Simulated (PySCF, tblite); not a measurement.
# Al14N14H14: electronic excitations

Wanted: electronic excitations for Al14N14H14.

Computed with tblite 0.8.0 and PySCF 2.14.0 and routines of our own; the level stands in each step. Atoms count from 0.

## Step 1: The system as given

42 atoms, charge 0, multiplicity 1; geometry from: force field, distance geometry or constructed start.

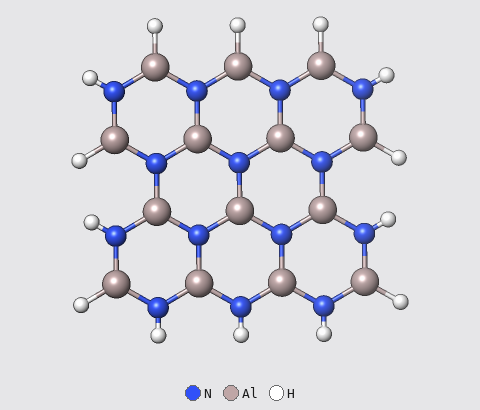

The starting geometry (nitrogen blue, aluminium light grey, hydrogen white); sticks join atoms by distance alone.

## Step 2: Relaxing the molecule with GFN2-xTB

Job settings and geometry (Å):

```
{"job": {"kind": "relax", "xc": "GFN2-xTB", "basis": "xTB"}, "charge": 0, "multiplicity": 1}
N      0.004900     0.886300    -0.001600
Al    -1.562000     1.790700    -0.006900
N     -3.112500     0.885800     0.001000
Al    -3.118400    -0.907500    -0.006200
N     -1.559800    -1.813100     0.003400
Al    -0.003300    -0.912400    -0.002600
N      4.676600     3.589800    -0.003300
Al     3.121100     4.490800     0.001500
N      1.561500     3.586000    -0.000400
Al     1.556000     1.787300     0.001600
N      3.115600     0.886900    -0.002100
Al     4.674000     1.786100    -0.000000
N     -4.679900    -1.811200     0.005000
Al    -4.674300    -3.612500    -0.002700
N     -3.119900    -4.506800     0.000200
Al    -1.560700    -3.611300     0.006300
N      1.559200    -1.810000     0.000900
Al     3.116600    -0.915300    -0.001000
N      4.675900    -1.810100     0.002500
Al     1.561600    -3.611000     0.002700
N      3.115400    -4.508100     0.001500
Al     4.675600    -3.610400    -0.000200
Al     0.003400     4.492700     0.006600
N     -1.563000     3.583800    -0.001500
N      0.000500    -4.509300     0.000900
Al    -3.123800     4.487200     0.002500
N     -4.675800     3.590400    -0.000700
Al    -4.677100     1.788700     0.001200
H      5.577800     4.108500    -0.002000
H      3.118800     6.028500     0.003400
H      6.013800     1.018700    -0.001100
H     -5.579100    -1.290600     0.000200
H     -6.011200    -4.381800    -0.001900
H     -3.115600    -5.553200     0.003700
H      5.578400    -1.290100    -0.003300
H      3.118200    -5.549700    -0.002900
H      6.009400    -4.381800    -0.004100
H      0.000900     6.030600    -0.002600
H      0.001100    -5.555800    -0.000100
H     -3.122500     6.031500     0.001200
H     -5.577300     4.105800     0.003800
H     -6.004300     1.012500     0.003700
```

Run with:

```bash
> OMP_NUM_THREADS=2 python large_run.py task.json out
```

The driver reads the jobs from task.json and runs them one after another.

What it wrote:

```text
step      E/eV     max force
  0   -1740.93668    1.088
  1   -1741.04037    0.387
  2   -1741.05623    0.215
  3   -1741.07393    0.198
  4   -1741.08021    0.163
  5   -1741.08942    0.173
  6   -1741.09458    0.171
  7   -1741.10138    0.160
  8   -1741.10744    0.190
  9   -1741.11219    0.181
 10   -1741.11460    0.110
 11   -1741.11591    0.070
 12   -1741.11704    0.073
 13   -1741.11836    0.086
 14   -1741.11973    0.077
 15   -1741.12096    0.075
 16   -1741.12187    0.050
 17   -1741.12240    0.038
 18   -1741.12266    0.031
 19   -1741.12283    0.026
 20   -1741.12300    0.025
 21   -1741.12318    0.035
 22   -1741.12331    0.032
 23   -1741.12337    0.018
```

It took 3.4 s on 2 threads of Arm Neoverse N1, shared host; peak memory 0.16 GiB.

Along the way:

```csv
step,energy from step 0 (eV),largest force (eV/Å)
0,0.0000,1.0880
1,-0.1037,0.3874
2,-0.1195,0.2151
3,-0.1372,0.1972
4,-0.1435,0.1625
5,-0.1527,0.1730
6,-0.1579,0.1706
7,-0.1647,0.1601
8,-0.1708,0.1904
9,-0.1755,0.1811
10,-0.1779,0.1092
11,-0.1792,0.0700
12,-0.1804,0.0737
13,-0.1817,0.0864
14,-0.1830,0.0772
15,-0.1843,0.0753
16,-0.1852,0.0495
17,-0.1857,0.0385
18,-0.1860,0.0308
19,-0.1861,0.0265
20,-0.1863,0.0245
21,-0.1865,0.0352
22,-0.1866,0.0313
23,-0.1867,0.0183
```

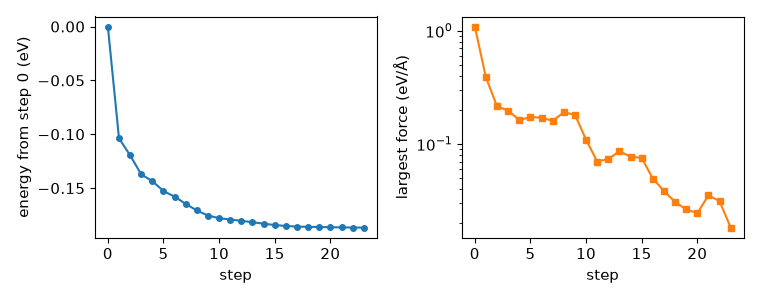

Energy and force, step by step.

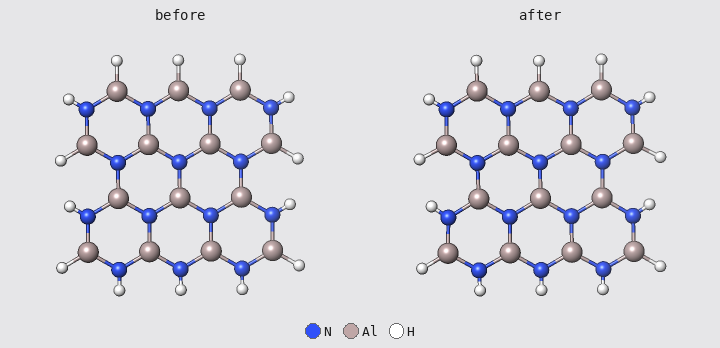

Before and after, at one scale.

Close pairs (by a distance rule), those that changed most:

```csv
bond,before (Å),after (Å),change (Å)
Al1–N23,1.793,1.829,+0.035
N24–H38,1.047,1.016,-0.031
N8–Al9,1.799,1.828,+0.030
N14–H33,1.046,1.017,-0.030
N20–H35,1.042,1.017,-0.025
Al1–N2,1.795,1.819,+0.024
N18–H34,1.042,1.019,-0.023
N6–H28,1.040,1.018,-0.022
```

The next job starts from the end point, and lists it.

## Step 3: Electronic excitations: TDDFT PBE0/def2-SVP

Job settings and geometry (Å):

```
{"job": {"kind": "uv", "basis": "def2-SVP", "grid": 1, "kgrid": 0, "vcut": 1.5, "nstates": 6, "ntriplets": 2, "tda": false, "delta": ["ip_vertical"], "pop": true, "xc": "PBE0"}, "charge": 0, "multiplicity": 1}
N      0.000168     0.892583    -0.002704
Al    -1.586601     1.774109    -0.001823
N     -3.177446     0.891438    -0.002145
Al    -3.127055    -0.922419     0.000351
N     -1.564750    -1.836369     0.001046
Al    -0.000192    -0.921152     0.000059
N      4.707926     3.609383    -0.001263
Al     3.149042     4.520912     0.000859
N      1.588218     3.602346     0.001728
Al     1.586847     1.773909    -0.000785
N      3.177956     0.891855    -0.000901
Al     4.740189     1.802923    -0.001430
N     -4.681123    -1.848356     0.000223
Al    -4.716799    -3.644558     0.000513
N     -3.150221    -4.524103     0.001979
Al    -1.565652    -3.650715     0.001981
N      1.564527    -1.836107     0.001135
Al     3.126802    -0.922093    -0.000184
N      4.681027    -1.847818    -0.000704
Al     1.565235    -3.650456     0.000784
N      3.149907    -4.523593    -0.000280
Al     4.716674    -3.644094    -0.001476
Al     0.000242     4.470410     0.000117
N     -1.588163     3.602708    -0.000305
N     -0.000144    -4.535167     0.001367
Al    -3.149731     4.520418     0.000861
N     -4.708380     3.608277     0.001547
Al    -4.740094     1.801816     0.001278
H      5.587497     4.120986    -0.002693
H      3.169384     6.051721     0.003899
H      6.106076     1.103081    -0.000977
H     -5.524445    -1.276872     0.000541
H     -6.039669    -4.407997    -0.002666
H     -3.114039    -5.540327     0.002740
H      5.524202    -1.276085    -0.000640
H      3.113539    -5.539826    -0.000353
H      6.039490    -4.407959    -0.003553
H      0.000508     6.011500    -0.000908
H     -0.000075    -5.550852     0.001330
H     -3.171094     6.051456     0.001892
H     -5.588213     4.119461     0.002507
H     -6.105743     1.101744     0.003676
```

Level: TDDFT PBE0/def2-SVP, vertical, gas phase, core orbitals frozen in the response, virtual orbitals cut by energy.

What it wrote:

```text
start: PBE on a coarse grid of 44106 points
cycle   1  E = -4163.7481633833  dE =  3.292e+00  |g| = 2.452e+00  |ddm| = 8.035e+00
cycle   2  E = -4156.8021870447  dE =  6.946e+00  |g| = 5.423e+00  |ddm| = 8.006e+00
cycle   3  E = -4165.0622824954  dE = -8.260e+00  |g| = 4.909e-01  |ddm| = 6.661e+00
cycle   4  E = -4165.1070473665  dE = -4.476e-02  |g| = 4.290e-01  |ddm| = 1.165e+00
cycle   5  E = -4165.1513939333  dE = -4.435e-02  |g| = 1.520e-01  |ddm| = 4.729e-01
cycle   6  E = -4165.1576725838  dE = -6.279e-03  |g| = 3.851e-02  |ddm| = 1.843e-01
cycle   7  E = -4165.1579391249  dE = -2.665e-04  |g| = 2.148e-02  |ddm| = 4.733e-02
cycle   8  E = -4165.1580450582  dE = -1.059e-04  |g| = 4.193e-03  |ddm| = 2.002e-02
final grid: 181023 points
cycle   9  E = -4166.2257108164  dE = -2.230e-02  |g| = 3.141e-02  |ddm| = 5.613e-01
cycle  10  E = -4166.2257873338  dE = -7.652e-05  |g| = 2.854e-02  |ddm| = 6.915e-02
cycle  11  E = -4166.2259480367  dE = -1.607e-04  |g| = 1.316e-02  |ddm| = 3.363e-02
cycle  12  E = -4166.2259846664  dE = -3.663e-05  |g| = 2.878e-03  |ddm| = 1.097e-02
cycle  13  E = -4166.2259842251  dE =  4.413e-07  |g| = 1.239e-03  |ddm| = 3.354e-03
cycle  14  E = -4166.2259876631  dE = -3.438e-06  |g| = 2.791e-04  |ddm| = 1.177e-03
cycle  15  E = -4166.2259898068  dE = -2.144e-06  |g| = 8.788e-05  |ddm| = 3.169e-04
converged SCF energy = -4166.2259898068
Vertical ionisation energy (delta-SCF) = 7.8170 eV   <S^2> = 0.761

Static polarisability (au): isotropic 381.880, principal 228.597 448.768 468.275

Singlet excitations
state   eV       nm        f      main configurations
  1   4.7313    262.1   0.00017   H->L 0.84
  2   4.9030    252.9   0.00000   H-1->L 0.63, H-2->L 0.22
  3   5.0019    247.9   0.00000   H-2->L 0.62, H-1->L 0.21
  4   5.0248    246.7   0.00005   H-3->L 0.74
  5   5.1049    242.9   0.00004   H-5->L 0.77
  6   5.1888    238.9   0.00000   H-4->L 0.76

Triplet excitations (Tamm-Dancoff, eV): 4.5992 4.7379
```

Run time: 10 min. Hardware: 2 threads of Arm Neoverse N1, shared host; peak memory 1.8 GiB.

The orbitals next to the gap, with their largest atomic shares:

| orbital | eV | atoms |
| --- | --- | --- |
| HOMO−4 | -7.20 | N26 19 %, N6 19 %, N23 17 % |
| HOMO−3 | -7.11 | N0 14 %, N6 14 %, N26 14 % |
| HOMO−2 | -7.09 | N16 22 %, N4 22 %, N18 12 % |
| HOMO−1 | -6.91 | N14 17 %, N20 17 %, N12 17 % |
| HOMO | -6.72 | N24 21 %, N20 14 %, N14 14 % |
| LUMO | -1.12 | Al5 13 %, Al1 11 %, Al9 11 % |
| LUMO+1 | -0.34 | Al15 12 %, Al19 12 %, Al22 9 % |
| LUMO+2 | -0.29 | Al17 12 %, Al3 12 %, Al27 9 % |
| LUMO+3 | -0.07 | Al27 23 %, Al11 23 %, Al25 22 % |

Further results of this job:

```csv
property,computed
dipole moment (D),1.58
polarisability (Å³),56.59
HOMO–LUMO gap (eV),5.60
−ε(HOMO) (eV),6.72
```

## Step 4: Outcome

| quantity | value |
| --- | --- |
| lowest singlet (PBE0/def2-SVP) | 4.73 eV (262 nm), f = 0.000 |
| lowest triplet | 4.60 eV |

In words: The lowest singlet, at 4.73 eV, is HOMO→LUMO 0.84 and is dark. The lowest triplet lies 0.13 eV below the lowest singlet (triplets in Tamm-Dancoff, singlets in full TDDFT).
